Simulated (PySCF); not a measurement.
## C2H7NSi2: one change and its effect

System: C2H7NSi2.
Method of run 1: TDDFT PBE0/def2-SVP, vertical, gas phase, core orbitals frozen in the response (PySCF 2.14.0).

The geometry comes from this level: PBE0-D3(BJ)/def2-SVP. Text and figures count atoms from 1; the logs count them from 0 in places.

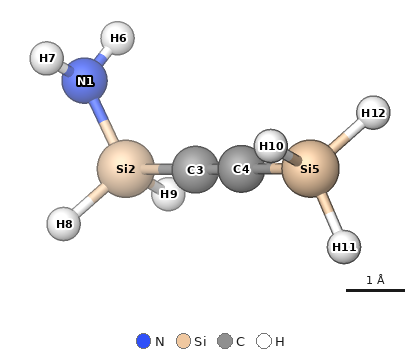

**Figure 1.** The structure (ball-and-stick view, seen at a tilt; atoms are numbered from 1 in the order of the input). Bond lengths as drawn: C–C 1.23 Å, C–Si 1.83 to 1.85 Å, H–N 1.01 Å, H–Si 1.49 Å and N–Si 1.73 Å.

## Input file, run 1
```
{"job": {"kind": "uv", "xc": "PBE0", "basis": "def2-SVP"}, "charge": 0, "multiplicity": 1}
N     -2.627534     1.200769     0.351867
Si    -1.934542    -0.332056    -0.031382
C     -0.084140    -0.373442    -0.043816
C      1.141717    -0.377574    -0.048819
Si     2.974410    -0.400091    -0.063650
H     -2.544473     1.958201    -0.317729
H     -2.540863     1.555710     1.298098
H     -2.384035    -1.318341     0.990791
H     -2.386704    -0.723132    -1.396048
H      3.492124    -0.057539     1.293328
H      3.453342    -1.759570    -0.447373
H      3.480340     0.598574    -1.050051
```

The first line tells a small driver script what to run in PySCF; the rest is the geometry in Å.

Launched with:
```bash
OMP_NUM_THREADS=1 python <driver script> task.json out
```

Hardware: 1 CPU thread, shared host.

## Output (run 1)
```
coarse grid: 10824 points
cycle   1  E = -713.2964662294  dE =  1.646e-01  |g| = 4.627e-01  |ddm| = 3.474e+00
cycle   2  E = -713.2772206086  dE =  1.925e-02  |g| = 5.400e-01  |ddm| = 9.438e-01
cycle   3  E = -713.3475770046  dE = -7.036e-02  |g| = 5.827e-02  |ddm| = 5.264e-01
cycle   4  E = -713.3482109818  dE = -6.340e-04  |g| = 2.826e-02  |ddm| = 7.414e-02
cycle   5  E = -713.3483874383  dE = -1.765e-04  |g| = 1.346e-02  |ddm| = 3.258e-02
cycle   6  E = -713.3484315421  dE = -4.410e-05  |g| = 3.862e-03  |ddm| = 1.287e-02
cycle   7  E = -713.3484357502  dE = -4.208e-06  |g| = 2.621e-04  |ddm| = 3.790e-03
final grid: 94864 points
cycle   8  E = -713.4355219539  dE = -8.802e-06  |g| = 5.405e-03  |ddm| = 1.809e-02
cycle   9  E = -713.4355178185  dE =  4.135e-06  |g| = 6.985e-03  |ddm| = 1.074e-02
cycle  10  E = -713.4355290779  dE = -1.126e-05  |g| = 4.810e-04  |ddm| = 5.916e-03
cycle  11  E = -713.4355291481  dE = -7.017e-08  |g| = 9.853e-05  |ddm| = 6.311e-04
cycle  12  E = -713.4355291505  dE = -2.387e-09  |g| = 3.808e-05  |ddm| = 1.254e-04
cycle  13  E = -713.4355291507  dE = -1.673e-10  |g| = 2.964e-05  |ddm| = 5.055e-05
converged SCF energy = -713.4355291507

Static polarisability (au): isotropic 76.869, principal 59.092 60.928 110.588

Singlet excitations
state   eV       nm        f      main configurations
  1   5.4442    227.7   0.00057   H-1->L 0.72, H->L+1 0.13, H-2->L+1 0.12
  2   5.6572    219.2   0.02808   H->L 0.57, H-1->L+1 0.30, H-2->L 0.10
  3   5.6989    217.6   0.00239   H->L+1 0.50, H-1->L 0.24, H-2->L+1 0.24
  4   6.0267    205.7   0.04556   H-2->L 0.47, H->L 0.34, H-1->L+1 0.17
  5   6.3244    196.0   0.00217   H-2->L+1 0.62, H->L+1 0.36
  6   7.6315    162.5   0.73538   H->L+3 0.40, H-2->L 0.24, H-1->L+1 0.22
  7   7.7248    160.5   0.57641   H->L+3 0.45, H-1->L+1 0.21, H-2->L 0.11
  8   7.9892    155.2   0.00317   H-3->L 0.88
  9   8.0001    155.0   0.01374   H->L+2 0.67, H-2->L+2 0.26
 10   8.0605    153.8   0.00028   H-1->L+2 0.95

Triplet excitations (Tamm-Dancoff, eV): 4.4236 4.8582 4.8590 5.4754
```

The input of run 2 differs as follows (lines with − go, lines with + come):
```diff
-"basis": "def2-SVP"
+"basis": "6-31G*"
```

Predict how the results change.

The total energy of run 2 is 149.1 kcal/mol lower, which measures the change of basis and not a stability. The HOMO goes from −7.51 to −7.41 eV. The LUMO goes from −0.56 to −0.42 eV. The dipole moment goes from 1.43 to 1.46 D. The strongest computed line goes from 7.63 to 7.67 eV. The SCF takes 14 iterations against 13. The basis functions go from 113 to 92.

## Output (run 2)
```
coarse grid: 10824 points
cycle   1  E = -713.6743892955  dE =  2.018e-01  |g| = 4.770e-01  |ddm| = 3.196e+00
cycle   2  E = -713.6535439700  dE =  2.085e-02  |g| = 5.566e-01  |ddm| = 9.696e-01
cycle   3  E = -713.7297194949  dE = -7.618e-02  |g| = 5.770e-02  |ddm| = 5.209e-01
cycle   4  E = -713.7303154528  dE = -5.960e-04  |g| = 2.912e-02  |ddm| = 7.135e-02
cycle   5  E = -713.7305044535  dE = -1.890e-04  |g| = 1.352e-02  |ddm| = 3.348e-02
cycle   6  E = -713.7305486444  dE = -4.419e-05  |g| = 3.980e-03  |ddm| = 1.242e-02
cycle   7  E = -713.7305530429  dE = -4.398e-06  |g| = 2.285e-04  |ddm| = 3.644e-03
final grid: 94864 points
cycle   8  E = -713.6730590589  dE = -1.078e-05  |g| = 5.969e-03  |ddm| = 1.297e-02
cycle   9  E = -713.6730542052  dE =  4.854e-06  |g| = 7.685e-03  |ddm| = 1.176e-02
cycle  10  E = -713.6730680081  dE = -1.380e-05  |g| = 5.614e-04  |ddm| = 6.239e-03
cycle  11  E = -713.6730680982  dE = -9.009e-08  |g| = 1.510e-04  |ddm| = 7.522e-04
cycle  12  E = -713.6730681007  dE = -2.451e-09  |g| = 1.163e-04  |ddm| = 1.797e-04
cycle  13  E = -713.6730681042  dE = -3.493e-09  |g| = 1.798e-05  |ddm| = 9.432e-05
cycle  14  E = -713.6730681043  dE = -9.572e-11  |g| = 1.665e-06  |ddm| = 1.817e-05
converged SCF energy = -713.6730681043

Static polarisability (au): isotropic 71.721, principal 53.224 55.572 106.368

Singlet excitations
state   eV       nm        f      main configurations
  1   5.4249    228.5   0.00058   H-1->L 0.80, H->L+1 0.09
  2   5.6624    219.0   0.03350   H->L 0.59, H-1->L+1 0.31, H-2->L 0.08
  3   5.7312    216.3   0.00172   H->L+1 0.55, H-2->L+1 0.27, H-1->L 0.17
  4   6.0593    204.6   0.04858   H-2->L 0.52, H->L 0.30, H-1->L+1 0.15
  5   6.4729    191.5   0.00133   H-2->L+1 0.64, H->L+1 0.35
  6   7.6709    161.6   0.62649   H-1->L+1 0.22, H->L+3 0.21, H->L+2 0.21
  7   7.7676    159.6   0.36391   H->L+2 0.51, H-2->L+2 0.20, H-1->L+1 0.11
  8   7.7997    159.0   0.00248   H-1->L+2 0.98
  9   7.8854    157.2   0.22644   H->L+3 0.63, H-1->L+1 0.10, H-2->L+3 0.10
 10   8.0845    153.4   0.00128   H-3->L 0.67, H-1->L+3 0.26

Triplet excitations (Tamm-Dancoff, eV): 4.4054 4.8466 4.8548 5.4860
```

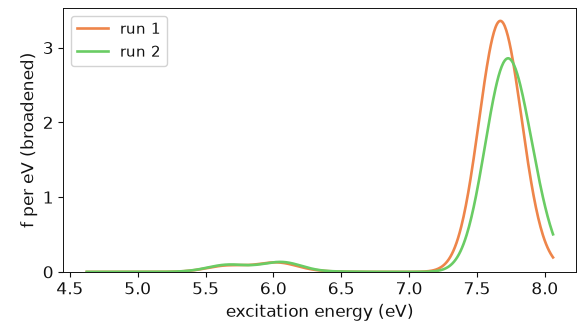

**Figure 2.** Absorption of the two runs from their computed states, each broadened by a Gaussian of 0.35 eV full width; the range ends where the shorter list of states ends.

## The two runs side by side

| quantity | run 1 | run 2 |
| --- | --- | --- |
| outcome | converged | converged |
| total energy (hartree) | −713.435529 | −713.673068 |
| HOMO (eV) | −7.51 | −7.41 |
| LUMO (eV) | −0.56 | −0.42 |
| dipole moment (D) | 1.43 | 1.46 |
| lowest excitation (eV) | 5.44 | 5.42 |
| SCF iterations | 13 | 14 |
| strongest computed line (eV) | 7.63 | 7.67 |
| basis functions | 113 | 92 |
| wall time (shared host) | 18 s | 15 s |
